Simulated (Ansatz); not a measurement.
## Geometry relaxation, with input and output: C₂H₁₀OSi₃ (part 2 of 2)

The same run, continued: C₂H₁₀OSi₃; RKS r2SCAN-D4/6-31G (Ansatz 0.2.0). It belongs to a series of runs on one base structure; here: end point B relaxed.

Geometry of the input (Å):
```
C  -1.7488  -1.0472  0.3650
Si -0.1289  -0.7520  1.0372
C  1.1493  -1.6865  -0.0002
O  1.4536  -0.6162  -0.9864
Si 1.1589  0.6986  -0.0050
Si 0.0226  2.4265  -0.9470
H  -2.4720  -0.2414  0.7188
H  -2.1625  -1.9610  0.6354
H  -1.8064  -0.9444  -0.6987
H  -0.0011  -0.9302  2.5365
H  2.0986  -1.9377  0.5692
H  0.8183  -2.5932  -0.4375
H  2.0149  -0.2854  -1.7318
H  0.8283  3.1603  -1.9170
H  -1.2058  1.9096  -1.6283
H  -0.4077  3.4162  0.1118
```

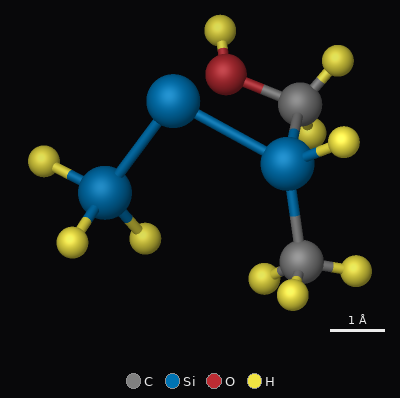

The geometry at step 16 of the log (ball-and-stick view, seen at a tilt).

Trajectory as extended XYZ, continued
```
16
Properties=species:S:1:pos:R:3:forces:R:3 step=5 energy=-27906.47329
C    -1.8101   -0.9712    0.3920   -0.0841   0.1166   0.0017
Si   -0.0514   -0.6569    1.0879   -0.1531  -0.2798   0.1106
C     1.1375   -1.7216   -0.0487   -0.3212   0.0223   0.3050
O     1.4774   -0.5692   -0.9457   -0.1202   0.0264  -0.0518
Si    1.4755    1.0753    0.2985   -0.0762   0.1479   0.2066
Si   -0.0476    2.4579   -0.9851   -0.0143   0.0440  -0.0147
H    -2.5284   -0.2411    0.7804   -0.0504  -0.0247  -0.0133
H    -2.1616   -1.9805    0.6450    0.0332   0.0448   0.0261
H    -1.7819   -0.8711   -0.7003   -0.0096   0.0382   0.0344
H     0.0634   -1.2040    2.4844   -0.0462   0.0273   0.1715
H     2.0271   -2.0538    0.4915    0.1818  -0.0391  -0.0684
H     0.7022   -2.5260   -0.6469   -0.0024   0.0333  -0.0556
H     2.2278   -0.7194   -1.5262    0.6924  -0.1215  -0.6460
H     0.6943    3.2372   -2.0470   -0.0149  -0.0002  -0.0106
H    -1.2661    1.8753   -1.6684    0.0133  -0.0479   0.0415
H    -0.5468    3.4851    0.0104   -0.0281   0.0124  -0.0370
16
Properties=species:S:1:pos:R:3:forces:R:3 step=7 energy=-27906.55100
C    -1.8371   -0.8825    0.4171   -0.0212   0.0528   0.0018
Si   -0.0441   -0.6773    1.0789   -0.0775   0.0559  -0.0266
C     1.1363   -1.7088   -0.1010    0.1995  -0.1183   0.0295
O     1.6431   -0.5476   -0.9350    0.0850  -0.0916   0.0314
Si    1.4847    1.1132    0.3856    0.0055  -0.0420  -0.0723
Si   -0.0742    2.3893   -0.9865   -0.0533  -0.0196   0.0449
H    -2.5379   -0.1885    0.9026    0.1072  -0.0730  -0.0266
H    -2.1893   -1.9085    0.5871   -0.0280   0.0237  -0.0114
H    -1.8494   -0.6727   -0.6613   -0.0071  -0.0190   0.0988
H     0.0592   -1.2364    2.4825   -0.0031   0.0010  -0.0475
H     1.9917   -2.1608    0.4312   -0.2019   0.0887  -0.1166
H     0.6700   -2.4369   -0.7768    0.0340   0.0913   0.0383
H     2.4594   -0.7417   -1.4433   -0.0977   0.0824   0.0635
H     0.6022    3.1607   -2.0980    0.0116  -0.0373   0.0228
H    -1.2587    1.6818   -1.6178    0.0598   0.0252   0.0243
H    -0.6446    3.4329   -0.0434   -0.0129  -0.0203  -0.0544
16
Properties=species:S:1:pos:R:3:forces:R:3 step=8 energy=-27906.56043
C    -1.8465   -0.8538    0.4342   -0.0577   0.0952  -0.0511
Si   -0.0418   -0.6700    1.0603   -0.0242  -0.0372   0.0701
C     1.1329   -1.6979   -0.1297    0.1953  -0.1422  -0.0776
O     1.7047   -0.5257   -0.9057    0.0681  -0.0451   0.0273
Si    1.4970    1.1261    0.4135   -0.0289  -0.0644  -0.0443
Si   -0.0850    2.3470   -0.9771   -0.0400   0.0391  -0.0356
H    -2.5243   -0.1689    0.9641    0.0836  -0.0830  -0.0453
H    -2.2060   -1.8810    0.5804    0.0000   0.0275   0.0050
H    -1.8903   -0.6072   -0.6360   -0.0103  -0.0338   0.1189
H     0.0671   -1.2538    2.4527   -0.0025  -0.0072  -0.0220
H     1.9575   -2.2055    0.4019   -0.2109   0.1148  -0.1199
H     0.6568   -2.3788   -0.8502    0.0675   0.1233   0.1094
H     2.5369   -0.7143   -1.3894   -0.1215   0.0447   0.0768
H     0.5986    3.0918   -2.1019   -0.0074  -0.0079   0.0102
H    -1.2434    1.5995   -1.6107    0.0650   0.0194   0.0205
H    -0.7030    3.4085   -0.0844    0.0239  -0.0431  -0.0422
16
Properties=species:S:1:pos:R:3:forces:R:3 step=10 energy=-27906.57367
C    -1.8747   -0.8548    0.5012   -0.1172   0.0964  -0.0648
Si   -0.0532   -0.6926    1.0695    0.0210  -0.0225   0.0222
C     1.1177   -1.6567   -0.1836    0.0337  -0.1533  -0.1488
O     1.7491   -0.4480   -0.8421   -0.1138  -0.0536   0.1307
Si    1.4713    1.1380    0.4872   -0.0532   0.0443  -0.0328
Si   -0.0563    2.2974   -1.0165   -0.0473   0.0944   0.0783
H    -2.5197   -0.1965    1.1001    0.0348  -0.0722  -0.0479
H    -2.2358   -1.8854    0.6120    0.0138   0.0120   0.0175
H    -1.9747   -0.5538   -0.5507    0.0238  -0.0250   0.1108
H     0.0896   -1.3419    2.4288    0.0058  -0.0064  -0.0067
H     1.9005   -2.2436    0.3221   -0.0950   0.1023  -0.1137
H     0.6283   -2.2505   -0.9719    0.1128   0.1306   0.1725
H     2.5899   -0.5971   -1.3105    0.1124  -0.0887  -0.0664
H     0.6826    3.0166   -2.1219    0.0109  -0.0028   0.0020
H    -1.1546    1.5086   -1.7010    0.0363  -0.0069   0.0159
H    -0.7485    3.3762   -0.2006    0.0209  -0.0484  -0.0688
16
Properties=species:S:1:pos:R:3:forces:R:3 step=12 energy=-27906.58200
C    -1.8957   -0.8670    0.5492   -0.0445   0.0284  -0.0092
Si   -0.0598   -0.7013    1.0784    0.0166  -0.0174  -0.0281
C     1.0981   -1.6332   -0.2173   -0.0036  -0.0107  -0.0487
O     1.7739   -0.4174   -0.8050   -0.0181  -0.0170   0.0165
Si    1.4505    1.1568    0.5243   -0.0276   0.0296   0.0164
Si   -0.0391    2.3011   -1.0332   -0.0294   0.0197  -0.0130
H    -2.5383   -0.2474    1.1878    0.0313  -0.0257  -0.0177
H    -2.2343   -1.9079    0.6322    0.0077   0.0117  -0.0051
H    -2.0247   -0.5298   -0.4861    0.0105  -0.0107   0.0386
H     0.1178   -1.3859    2.4176   -0.0009   0.0126  -0.0143
H     1.8592   -2.2655    0.2559   -0.0221   0.0061  -0.0153
H     0.6007   -2.1676   -1.0359    0.0240   0.0450   0.0707
H     2.6213   -0.5722   -1.2639    0.0155  -0.0226  -0.0153
H     0.7558    3.0003   -2.1164   -0.0177  -0.0165   0.0301
H    -1.0719    1.4635   -1.7632    0.0260   0.0174   0.0212
H    -0.8023    3.3896   -0.3024    0.0324  -0.0498  -0.0268
16
Properties=species:S:1:pos:R:3:forces:R:3 step=14 energy=-27906.58472
C    -1.9043   -0.8557    0.5753   -0.0056   0.0012   0.0089
Si   -0.0594   -0.6960    1.0783   -0.0065  -0.0096  -0.0112
C     1.0831   -1.6082   -0.2435    0.0221   0.0285   0.0166
O     1.8103   -0.3949   -0.7706    0.0385  -0.0676  -0.0028
Si    1.4437    1.1779    0.5582   -0.0018  -0.0071  -0.0197
Si   -0.0310    2.2712   -1.0472   -0.0149   0.0014  -0.0180
H    -2.5406   -0.2816    1.2606    0.0272  -0.0206  -0.0241
H    -2.2254   -1.9055    0.6098    0.0014   0.0348  -0.0114
H    -2.0565   -0.4659   -0.4378   -0.0047  -0.0150   0.0292
H     0.1341   -1.4012    2.4045   -0.0021   0.0062  -0.0094
H     1.8141   -2.2920    0.2050   -0.0189   0.0146  -0.0179
H     0.5695   -2.0845   -1.0850    0.0070   0.0137   0.0061
H     2.6620   -0.5631   -1.2199   -0.0577   0.0254   0.0284
H     0.7737    2.9768   -2.1169   -0.0064  -0.0063   0.0144
H    -1.0178    1.3947   -1.7940    0.0181   0.0101   0.0139
H    -0.8441    3.3439   -0.3550    0.0041  -0.0096  -0.0032
16
Properties=species:S:1:pos:R:3:forces:R:3 step=16 energy=-27906.58552
C    -1.9069   -0.8384    0.5961    0.0033  -0.0022  -0.0055
Si   -0.0560   -0.6934    1.0774   -0.0314   0.0310  -0.0100
C     1.0726   -1.5927   -0.2612    0.0200   0.0000  -0.0186
O     1.8479   -0.3890   -0.7327   -0.0185  -0.0390   0.0288
Si    1.4386    1.1912    0.5721    0.0560  -0.0090  -0.0061
Si   -0.0249    2.2474   -1.0666   -0.0388  -0.0376   0.0210
H    -2.5299   -0.3067    1.3254    0.0008  -0.0118  -0.0127
H    -2.2226   -1.8896    0.5782   -0.0085   0.0121   0.0025
H    -2.0830   -0.3957   -0.3906    0.0038  -0.0090   0.0213
H     0.1453   -1.4100    2.3951    0.0039  -0.0015   0.0050
H     1.7716   -2.3244    0.1620   -0.0155   0.0268  -0.0215
H     0.5459   -2.0117   -1.1254    0.0173   0.0039   0.0155
H     2.7001   -0.5635   -1.1748   -0.0045   0.0159   0.0009
H     0.7670    2.9858   -2.1203    0.0158   0.0062  -0.0020
H    -0.9582    1.3262   -1.8264   -0.0011   0.0131  -0.0131
H    -0.8963    3.2805   -0.3865   -0.0025   0.0012  -0.0055
16
Properties=species:S:1:pos:R:3:forces:R:3 step=18 energy=-27906.58634
C    -1.9071   -0.8303    0.6033   -0.0025   0.0084  -0.0047
Si   -0.0545   -0.6856    1.0767   -0.0035  -0.0003   0.0105
C     1.0679   -1.5872   -0.2664    0.0040   0.0001  -0.0284
O     1.8602   -0.3910   -0.7224   -0.0234   0.0078   0.0277
Si    1.4500    1.1933    0.5712   -0.0003  -0.0173   0.0009
Si   -0.0278    2.2336   -1.0673   -0.0026   0.0047  -0.0105
H    -2.5281   -0.3093    1.3412   -0.0027  -0.0025  -0.0021
H    -2.2214   -1.8814    0.5750    0.0006  -0.0007   0.0054
H    -2.0904   -0.3777   -0.3770    0.0022   0.0001   0.0017
H     0.1496   -1.4078    2.3913    0.0018  -0.0014   0.0060
H     1.7563   -2.3320    0.1488   -0.0012   0.0014   0.0025
H     0.5389   -1.9901   -1.1364    0.0031  -0.0008   0.0075
H     2.7100   -0.5680   -1.1665    0.0144   0.0045  -0.0128
H     0.7690    2.9953   -2.1019   -0.0058   0.0059  -0.0050
H    -0.9335    1.3062   -1.8533    0.0057   0.0039   0.0035
H    -0.9279    3.2481   -0.3944    0.0102  -0.0138  -0.0023
16
Properties=species:S:1:pos:R:3:forces:R:3 step=19 energy=-27906.58656
C    -1.9071   -0.8280    0.6055   -0.0045   0.0022  -0.0003
Si   -0.0543   -0.6855    1.0785   -0.0028   0.0038   0.0030
C     1.0664   -1.5861   -0.2673    0.0040   0.0003  -0.0192
O     1.8606   -0.3903   -0.7198   -0.0118   0.0052   0.0218
Si    1.4509    1.1930    0.5719   -0.0015  -0.0111  -0.0051
Si   -0.0254    2.2302   -1.0710    0.0001   0.0071   0.0037
H    -2.5282   -0.3073    1.3435   -0.0011   0.0004  -0.0001
H    -2.2224   -1.8788    0.5766    0.0004  -0.0019   0.0035
H    -2.0902   -0.3747   -0.3744    0.0025   0.0018  -0.0019
H     0.1504   -1.4089    2.3926    0.0014   0.0003   0.0018
H     1.7535   -2.3330    0.1455    0.0019  -0.0031   0.0057
H     0.5366   -1.9859   -1.1381   -0.0015  -0.0010   0.0022
H     2.7090   -0.5661   -1.1669    0.0105   0.0008  -0.0110
H     0.7677    3.0046   -2.0996   -0.0090  -0.0011   0.0008
H    -0.9225    1.2992   -1.8627    0.0067   0.0058   0.0033
H    -0.9336    3.2334   -0.3923    0.0046  -0.0096  -0.0083
16
Properties=species:S:1:pos:R:3:forces:R:3 step=21 energy=-27906.58689
C    -1.9080   -0.8156    0.6153   -0.0102  -0.0047   0.0007
Si   -0.0524   -0.6822    1.0800    0.0047   0.0020  -0.0010
C     1.0603   -1.5811   -0.2755    0.0000  -0.0056  -0.0042
O     1.8743   -0.3907   -0.7028    0.0036  -0.0018   0.0052
Si    1.4581    1.1936    0.5762   -0.0037   0.0042   0.0018
Si   -0.0196    2.2167   -1.0763   -0.0164   0.0177  -0.0104
H    -2.5245   -0.2985    1.3597    0.0040   0.0031  -0.0006
H    -2.2268   -1.8653    0.5814    0.0021   0.0006   0.0007
H    -2.0944   -0.3556   -0.3609    0.0018   0.0015  -0.0018
H     0.1563   -1.4112    2.3908   -0.0009   0.0012  -0.0041
H     1.7340   -2.3463    0.1266   -0.0014   0.0032   0.0019
H     0.5261   -1.9576   -1.1541    0.0020   0.0051   0.0040
H     2.7176   -0.5659   -1.1597    0.0010  -0.0059  -0.0079
H     0.7573    3.0334   -2.0863   -0.0126  -0.0148   0.0182
H    -0.8724    1.2641   -1.8930    0.0111   0.0114   0.0099
H    -0.9748    3.1782   -0.3996    0.0151  -0.0172  -0.0124
16
Properties=species:S:1:pos:R:3:forces:R:3 step=23 energy=-27906.58714
C    -1.9067   -0.8005    0.6198   -0.0003  -0.0041   0.0011
Si   -0.0488   -0.6787    1.0799    0.0005  -0.0112  -0.0077
C     1.0572   -1.5780   -0.2818    0.0013   0.0028   0.0047
O     1.8897   -0.3935   -0.6874    0.0199  -0.0146  -0.0090
Si    1.4658    1.1946    0.5807    0.0064   0.0093   0.0062
Si   -0.0187    2.2036   -1.0760   -0.0243   0.0054  -0.0151
H    -2.5165   -0.2697    1.3603    0.0015   0.0005  -0.0023
H    -2.2349   -1.8476    0.5975    0.0005   0.0054  -0.0016
H    -2.0903   -0.3482   -0.3606   -0.0018  -0.0008   0.0014
H     0.1586   -1.4153    2.3866    0.0011   0.0042  -0.0007
H     1.7180   -2.3587    0.1124   -0.0078   0.0102  -0.0072
H     0.5195   -1.9333   -1.1673    0.0052   0.0026   0.0068
H     2.7238   -0.5697   -1.1614   -0.0215   0.0024   0.0080
H     0.7382    3.0596   -2.0677   -0.0057  -0.0116   0.0156
H    -0.8273    1.2304   -1.9136    0.0088   0.0147   0.0097
H    -1.0163    3.1212   -0.3996    0.0162  -0.0152  -0.0101
16
Properties=species:S:1:pos:R:3:forces:R:3 step=25 energy=-27906.58725
C    -1.9057   -0.7944    0.6203    0.0025  -0.0043   0.0032
Si   -0.0470   -0.6785    1.0795    0.0009   0.0009  -0.0044
C     1.0569   -1.5770   -0.2839    0.0044   0.0039   0.0019
O     1.8964   -0.3951   -0.6814    0.0137  -0.0156  -0.0058
Si    1.4685    1.1955    0.5828   -0.0008   0.0015   0.0036
Si   -0.0209    2.1969   -1.0749   -0.0127   0.0053  -0.0108
H    -2.5125   -0.2564    1.3580    0.0018  -0.0019  -0.0021
H    -2.2391   -1.8399    0.6036   -0.0007   0.0047  -0.0012
H    -2.0875   -0.3463   -0.3624   -0.0001  -0.0010   0.0018
H     0.1601   -1.4148    2.3864   -0.0006  -0.0014  -0.0019
H     1.7130   -2.3632    0.1069   -0.0066   0.0069  -0.0063
H     0.5184   -1.9246   -1.1719    0.0034   0.0014   0.0062
H     2.7257   -0.5718   -1.1634   -0.0197   0.0061   0.0091
H     0.7321    3.0656   -2.0577   -0.0059  -0.0053   0.0058
H    -0.8156    1.2201   -1.9210    0.0074   0.0086   0.0067
H    -1.0314    3.0999   -0.3989    0.0131  -0.0099  -0.0059
```

Key numbers

- outcome: converged
- total energy: −27906.5873 eV
- mean-field energy: −27906.4663 eV
- largest force (length of the vector) at the end: 0.023 eV/Å
- hardware: 2 threads of Arm Neoverse N1, 16 GiB of memory available, shared host
- wall time: 4.4 min (CPU time 8.6 min)
- peak memory: 0.19 GiB
